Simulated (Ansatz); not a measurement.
Band structure of Tl2Pd (C2/c, 6 atoms in the cell).

```
Tl2Pd
1.0
    4.44427    -3.39927     0.00000
    4.44427     3.39927     0.00000
   -3.75125     0.00000     4.44635
Tl Pd
4 2
Direct
  0.49999   0.83217   0.16644
  0.50001   0.16783   0.83356
  0.16783   0.50001   0.33356
  0.83217   0.49999   0.66644
  0.00080   0.99920   0.25000
  0.99920   0.00080   0.75000
```

Level of theory: LDA (PW92), PAW files made with PBE (plane waves; Ansatz, a quantum-chemistry and plane-wave program).

Settings: kpoints.mp_grid.grid = 3 3 4; hamiltonian.xc = lda; hamiltonian.pseudopotentials = {kind: paw} (the program's default PAW files); scf.occupations.method = gaussian; scf.occupations.width = 0.01 Ry; kpoints.band_path.path = [[0.0, -0.5, 0.5], [0.0, 0.0, 0.0], [-0.5, 0.0, 0.0]]; kpoints.band_path.npoints = 8.

The starting cell comes from a database of computed structures (which also holds hypothetical and non-ambient phases and stackings), without a prior relaxation at this level. Its lattice was rescaled by a random factor within 2.5 % of one. Spin-orbit coupling is off. Spin polarisation is off.

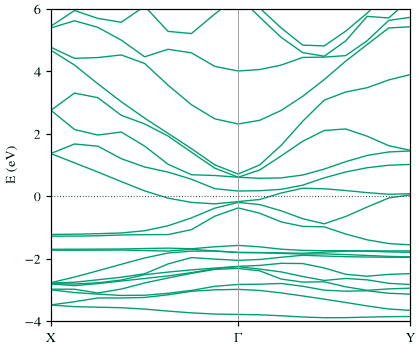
Figure: Bands along the path, energies from the Fermi level.

Levels in eV from the Fermi level, bands 41 to 48:
| point | 41 | 42 | 43 | 44 | 45 | 46 | 47 | 48 |
|---|---|---|---|---|---|---|---|---|
| X | -1.73 | -1.70 | -1.28 | -1.23 | 1.36 | 1.37 | 2.74 | 2.75 |
| Γ | -1.81 | -1.58 | -0.38 | -0.20 | -0.18 | 0.16 | 0.60 | 0.61 |
| Y | -1.80 | -1.76 | -1.56 | 0.04 | 0.08 | 1.02 | 1.45 | 1.47 |

Bands cross the Fermi level along this path, so the cell is metallic at this level.

Keys are those of Ansatz 0.2.
